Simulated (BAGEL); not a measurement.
# A workflow on CH7BNP (SMILES CB(N)P)

Aim: the energy (HF/def2-SV(P)), then the energy (NEVPT2(2,2)/def2-SV(P)), then the energy (CASPT2(2,2)/def2-SV(P)) of CH7BNP. 

The calculation is run with BAGEL 1.2.2.

2 further runs of the same task are left out: 2 set aside as unsound or not needed.

**1. The system as given**

The species is CH7BNP (11 atoms), meant as a singlet with charge 0. As SMILES, `CB(N)P`. The shape is that of a PBE0-D4/def2-TZVP optimisation. This is one conformer, not always the lowest.

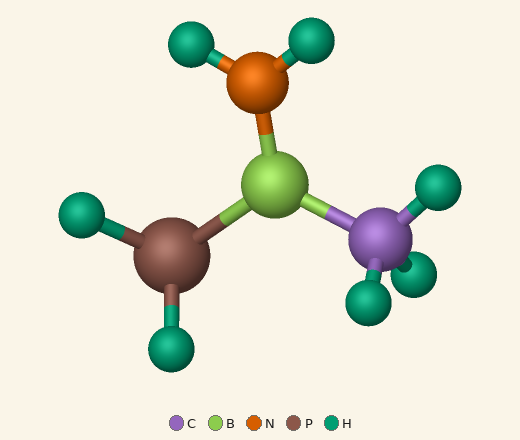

The structure, seen from a chosen angle (carbon purple, boron green, nitrogen orange, phosphorus brown, hydrogen teal).

**2. A single-point energy at HF/def2-SV(P) (density fitting with svp-jkfit) (run 1)**

Contents of calc.json:

```json
{ "bagel": [

{
  "title": "molecule",
  "basis": "def2-sv_p_.json",
  "df_basis": "svp-jkfit",
  "angstrom": false,
  "geometry": [
    { "atom": "C", "xyz": [    -2.06581458,     1.74342731,    -0.24187550 ] },
    { "atom": "B", "xyz": [     0.00551422,    -0.33980677,     0.21146980 ] },
    { "atom": "N", "xyz": [     0.80713604,    -0.93714920,     2.64827164 ] },
    { "atom": "P", "xyz": [     1.26785127,    -2.27696502,    -2.62500911 ] },
    { "atom": "H", "xyz": [    -3.59705966,     1.04536248,    -1.44317439 ] },
    { "atom": "H", "xyz": [    -2.90447504,     2.45528714,     1.50857781 ] },
    { "atom": "H", "xyz": [    -1.24642934,     3.35725342,    -1.24569801 ] },
    { "atom": "H", "xyz": [     2.14313840,    -2.22836505,     3.04434879 ] },
    { "atom": "H", "xyz": [     0.08185916,    -0.09414238,     4.19217788 ] },
    { "atom": "H", "xyz": [     3.79309229,    -2.63298942,    -1.79296270 ] },
    { "atom": "H", "xyz": [     1.83930445,    -0.19977807,    -4.21672543 ] }
  ]
},

{ "title": "hf" },

{ "title": "print", "file": "orbitals.molden", "orbitals": true }

]}
```

The basis set def2-SV(P) is read from a file made from the Basis Set Exchange's data (not shown).

On the command line:

```bash
$ BAGEL_NUM_THREADS=1 BAGEL calc.json > calc.out
```

The log of the run:

```text
* using 1 threads per process

  ===============================================================
  ===============================================================

  *** Geometry ***

  { "atom" : "C", "xyz" : [     -2.065815,      1.743427,     -0.241875 ] },
  { "atom" : "B", "xyz" : [      0.005514,     -0.339807,      0.211470 ] },
  { "atom" : "N", "xyz" : [      0.807136,     -0.937149,      2.648272 ] },
  { "atom" : "P", "xyz" : [      1.267851,     -2.276965,     -2.625009 ] },
  { "atom" : "H", "xyz" : [     -3.597060,      1.045362,     -1.443174 ] },
  { "atom" : "H", "xyz" : [     -2.904475,      2.455287,      1.508578 ] },
  { "atom" : "H", "xyz" : [     -1.246429,      3.357253,     -1.245698 ] },
  { "atom" : "H", "xyz" : [      2.143138,     -2.228365,      3.044349 ] },
  { "atom" : "H", "xyz" : [      0.081859,     -0.094142,      4.192178 ] },
  { "atom" : "H", "xyz" : [      3.793092,     -2.632989,     -1.792963 ] },
  { "atom" : "H", "xyz" : [      1.839304,     -0.199778,     -4.216725 ] },

  Number of auxiliary basis functions:      481

  Since a DF basis is specified, we compute 2- and 3-index integrals:
    o Being stored without compression. Storage requirement is 0.021 GB

  Number of basis functions:       74
  Number of electrons      :       40

    * METHOD: MOLECULE                             0.22

  *** RHF ***

  === Nuclear Repulsion ===
   147.8199976831

      * DIIS with orbital gradients will be used.

  === RHF iteration (def2-sv_p_.json) ===
      0       -461.41288362          0.02107568           0.05
      1       -461.59494212          0.01099810           0.05
      2       -461.64532154          0.00183565           0.05
      3       -461.64759114          0.00055255           0.05
      4       -461.64774643          0.00011066           0.05
      5       -461.64776161          0.00002595           0.05
      6       -461.64776254          0.00000744           0.05
      7       -461.64776260          0.00000223           0.05
      8       -461.64776261          0.00000076           0.05
      9       -461.64776261          0.00000023           0.05
     10       -461.64776261          0.00000009           0.05
     11       -461.64776261          0.00000003           0.05
     12       -461.64776261          0.00000001           0.05
    * SCF iteration converged.

    * Permanent dipole moment:
           (   -0.174565,    -0.310745,    -0.912967) a.u.

    * METHOD: HF                                   0.85

    * METHOD: PRINT                                0.01

  ===============================================================
```

Wall time 1.2 s (1 thread of Arm Neoverse V1, shared host); peak memory 0.15 GiB.

**3. A single-point energy at NEVPT2(2,2)/def2-SV(P) (density fitting with svp-jkfit) (run 2)**

Contents of input.json:

```json
{ "bagel" : [

{
  "title" : "molecule",
  "basis" : "def2-sv_p_.json",
  "df_basis" : "svp-jkfit",
  "geometry" : [
    { "atom" : "C", "xyz" : [ -2.06581458,  1.74342731, -0.24187550 ] },
    { "atom" : "B", "xyz" : [  0.00551422, -0.33980677,  0.21146980 ] },
    { "atom" : "N", "xyz" : [  0.80713604, -0.93714920,  2.64827164 ] },
    { "atom" : "P", "xyz" : [  1.26785127, -2.27696502, -2.62500911 ] },
    { "atom" : "H", "xyz" : [ -3.59705966,  1.04536248, -1.44317439 ] },
    { "atom" : "H", "xyz" : [ -2.90447504,  2.45528714,  1.50857781 ] },
    { "atom" : "H", "xyz" : [ -1.24642934,  3.35725342, -1.24569801 ] },
    { "atom" : "H", "xyz" : [  2.14313840, -2.22836505,  3.04434879 ] },
    { "atom" : "H", "xyz" : [  0.08185916, -0.09414238,  4.19217788 ] },
    { "atom" : "H", "xyz" : [  3.79309229, -2.63298942, -1.79296270 ] },
    { "atom" : "H", "xyz" : [  1.83930445, -0.19977807, -4.21672543 ] }
  ]
},
{ "title" : "hf" },
{ "title" : "nevpt2", "nstate" : 1, "nact" : 2, "nclosed" : 19, "active" : [12, 24], "maxiter" : 200, "natocc" : "true", "ncore" : 8 },
{ "title" : "print", "file" : "orbitals.molden", "orbitals" : "true" }

]}
```

The basis set def2-SV(P) is read from a file made from the Basis Set Exchange's data (not shown).

On the command line:

```bash
$ BAGEL_NUM_THREADS=1 BAGEL input.json > input.out
```

The log of the run:

```text
* using 1 threads per process

  ===============================================================
  ===============================================================

  *** Geometry ***

  { "atom" : "C", "xyz" : [     -2.065815,      1.743427,     -0.241875 ] },
  { "atom" : "B", "xyz" : [      0.005514,     -0.339807,      0.211470 ] },
  { "atom" : "N", "xyz" : [      0.807136,     -0.937149,      2.648272 ] },
[... 7 lines of this table left out ...]
  { "atom" : "H", "xyz" : [      1.839304,     -0.199778,     -4.216725 ] },

  Number of auxiliary basis functions:      481

  Since a DF basis is specified, we compute 2- and 3-index integrals:
    o Being stored without compression. Storage requirement is 0.021 GB

  Number of basis functions:       74
  Number of electrons      :       40

    * METHOD: MOLECULE                             0.22

  *** RHF ***

  === Nuclear Repulsion ===
   147.8199976831

      * DIIS with orbital gradients will be used.

  === RHF iteration (def2-sv_p_.json) ===
      0       -461.41288362          0.02107568           0.05
      1       -461.59494212          0.01099810           0.05
      2       -461.64532154          0.00183565           0.05
[... 9 lines of this table left out ...]
     12       -461.64776261          0.00000001           0.05
    * SCF iteration converged.

    * Permanent dipole moment:
           (   -0.174565,    -0.310745,    -0.912967) a.u.

    * METHOD: HF                                   0.86

    * freezing 8 orbitals
  ---------------------------
      CASSCF calculation
  ---------------------------

    ==== Active orbitals : =====
         Orbital 12
         Orbital 24
    ============================

    * nstate   :      1
    * nclosed  :     19
    * nact     :      2
    * nvirt    :     53
  === CASSCF iteration (def2-sv_p_.json) ===

    * Using the second-order algorithm

      0  0      -461.64784003     3.04e-05      0.02

      1  0      -461.64960915     3.71e-04      0.18
[... 17 lines of this table left out ...]
     10  0      -461.66591757     6.19e-09      0.23

    * Second-order optimization converged. *

     guess   0:   closed 1.                   open ..

  === FCI iteration ===

      0  0      -461.64761181     9.68e-02      0.00
      1  0      -461.66590824     1.67e-03      0.00
      2  0 *    -461.66591757     1.61e-15      0.00

     * ci vector, state   0, <S^2> = 0.0000
       2.     0.9955556323
       .2    -0.0941752776

  === DF-NEVPT2 calculation ===

    * 3-index integral transformation done
    * assembly done

      NEVPT2 correlation energy:   -0.4545927882      0.13

          (+0)     -0.3947739500
          (+0)'    -0.0241972240
          (+1)     -0.0040171714
          (+1)'    -0.0000000000
          (+2)     -0.0002270890
          (-1)     -0.0262632822
          (-1)'     0.0000000000
          (-2)     -0.0051140715

      NEVPT2 total energy:       -462.1205103558

    * METHOD: NEVPT2                               3.12

    * METHOD: PRINT                                0.01

  ===============================================================
```

Wall time 4.5 s (1 thread of Arm Neoverse V1, shared host); peak memory 0.15 GiB.

**4. A single-point energy at CASPT2(2,2)/def2-SV(P) (density fitting with svp-jkfit) (run 3)**

Contents of caspt2.json:

```json
{ "bagel": [

{
  "title": "molecule",
  "basis": "def2-sv_p_.json",
  "df_basis": "svp-jkfit",
  "geometry": [
    { "atom": "C", "xyz": [    -2.06581458,     1.74342731,    -0.24187550 ] },
    { "atom": "B", "xyz": [     0.00551422,    -0.33980677,     0.21146980 ] },
    { "atom": "N", "xyz": [     0.80713604,    -0.93714920,     2.64827164 ] },
    { "atom": "P", "xyz": [     1.26785127,    -2.27696502,    -2.62500911 ] },
    { "atom": "H", "xyz": [    -3.59705966,     1.04536248,    -1.44317439 ] },
    { "atom": "H", "xyz": [    -2.90447504,     2.45528714,     1.50857781 ] },
    { "atom": "H", "xyz": [    -1.24642934,     3.35725342,    -1.24569801 ] },
    { "atom": "H", "xyz": [     2.14313840,    -2.22836505,     3.04434879 ] },
    { "atom": "H", "xyz": [     0.08185916,    -0.09414238,     4.19217788 ] },
    { "atom": "H", "xyz": [     3.79309229,    -2.63298942,    -1.79296270 ] },
    { "atom": "H", "xyz": [     1.83930445,    -0.19977807,    -4.21672543 ] }
  ]
},

{ "title": "hf" },

{ "title": "casscf", "nstate": 1, "nact": 2, "nclosed": 19, "nspin": 0, "active": [12, 24], "maxiter": 200, "natocc": true },

{ "title": "print", "file": "orbitals.molden", "orbitals": true },

{ "title": "smith", "method": "caspt2", "ms": true, "xms": true, "sssr": true, "shift": 0.2, "shift_imag": true, "ncore": 8 }

]}
```

The basis set def2-SV(P) is read from a file made from the Basis Set Exchange's data (not shown).

On the command line:

```bash
$ BAGEL_NUM_THREADS=1 BAGEL caspt2.json > caspt2.out
```

The log of the run:

```text
* using 1 threads per process

  ===============================================================
  ===============================================================

  *** Geometry ***

  { "atom" : "C", "xyz" : [     -2.065815,      1.743427,     -0.241875 ] },
  { "atom" : "B", "xyz" : [      0.005514,     -0.339807,      0.211470 ] },
  { "atom" : "N", "xyz" : [      0.807136,     -0.937149,      2.648272 ] },
[... 7 lines of this table left out ...]
  { "atom" : "H", "xyz" : [      1.839304,     -0.199778,     -4.216725 ] },

  Number of auxiliary basis functions:      481

  Since a DF basis is specified, we compute 2- and 3-index integrals:
    o Being stored without compression. Storage requirement is 0.021 GB

  Number of basis functions:       74
  Number of electrons      :       40

    * METHOD: MOLECULE                             0.22

  *** RHF ***

  === Nuclear Repulsion ===
   147.8199976831

      * DIIS with orbital gradients will be used.

[... 6 lines left out ...]
    * SCF iteration converged.
[... 1 line left out ...]
    * Permanent dipole moment:
[... 27 lines left out ...]
    * Second-order optimization converged. *
[... 9 lines left out ...]
     * ci vector, state   0, <S^2> = 0.0000
[... 16 lines left out ...]
    * Zeroth order energy : state  0       -1.4951831348
[... 3 lines left out ...]
      -------------------------------------------  CASPT2 iteration  ---------------------------------------------------
       #      aibj      arbs      arbi      airj      risj      airs      arst      rist         Etot      error   time
      ------------------------------------------------------------------------------------------------------------------

       0  -0.39344  -0.00607  -0.02708  -0.00443  -0.00032  -0.02102  -0.00000  -0.00000   -0.4523638  0.0019780   0.07
       1  -0.39372  -0.00612  -0.02723  -0.00455  -0.00035  -0.02159  -0.00000  -0.00000   -0.4535695  0.0003349   0.06
       2  -0.39377  -0.00612  -0.02722  -0.00455  -0.00035  -0.02161  -0.00000  -0.00000   -0.4536204  0.0000703   0.06
       3  -0.39376  -0.00612  -0.02722  -0.00455  -0.00036  -0.02162  -0.00000  -0.00000   -0.4536220  0.0000150   0.06
       4  -0.39376  -0.00612  -0.02722  -0.00455  -0.00036  -0.02162   0.00000  -0.00000   -0.4536221  0.0000037   0.07
       5  -0.39376  -0.00612  -0.02722  -0.00455  -0.00036  -0.02162   0.00000   0.00000   -0.4536221  0.0000007   0.07

      ------------------------------------------------------------------------------------------------------------------

    * CASPT2 energy : state  0     -462.1223857815
        w/o shift correction       -462.1195396732
        reference weight              0.8566802934

    * METHOD: SMITH                                0.58

  ===============================================================
```

It took 4.8 s on 1 thread of Arm Neoverse V1, shared host; peak memory 0.15 GiB.

**5. Outcome**

| quantity | value |
| --- | --- |
| run 1, HF/def2-SV(P): total energy | -461.64776 Eh |
| run 1, HF/def2-SV(P): dipole moment | 2.49 D |
| run 1, HF/def2-SV(P): HOMO energy | -9.43 eV |
| run 1, HF/def2-SV(P): LUMO energy | 4.12 eV |
| run 1, HF/def2-SV(P): HOMO–LUMO gap | 13.55 eV |
| run 2, NEVPT2(2,2)/def2-SV(P): total energy | -462.12051 Eh |
| run 3, CASPT2(2,2)/def2-SV(P): total energy | -462.12239 Eh |
